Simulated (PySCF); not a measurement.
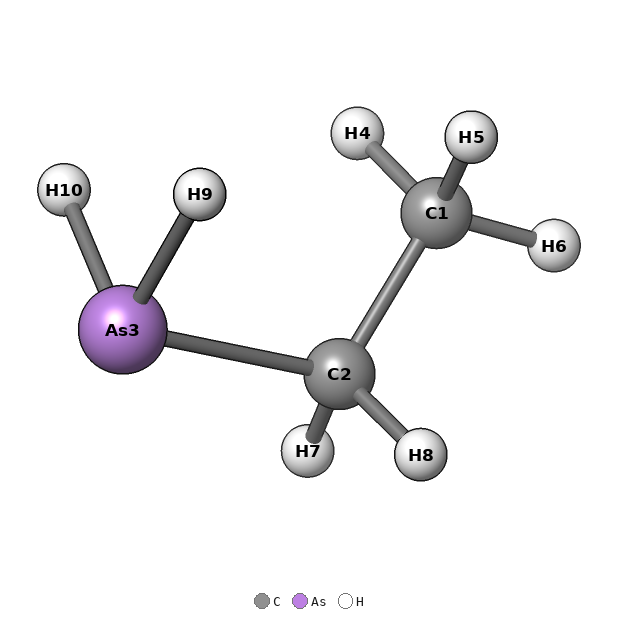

The computed structure is the end point of a GFN2-xTB optimisation. No frequency run is at hand to confirm it as a minimum. Properties computed with delta-SCF UKS SCAN, pcX-2 on the ionised atom, pcseg-1 elsewhere, spin-free X2C (PySCF 2.14.0).

Give the core-electron binding energies (to vacuum) of C1 1s, C2 1s.

| atom | level | binding energy (eV) |
| --- | --- | --- |
| C1 | 1s | 290.6 |
| C2 | 1s | 290.5 |

The geometry is semi-empirical. Around As such bond lengths and angles can be off by a tenth of an ångström or more and by several degrees, and values that hang on the shape move with them.
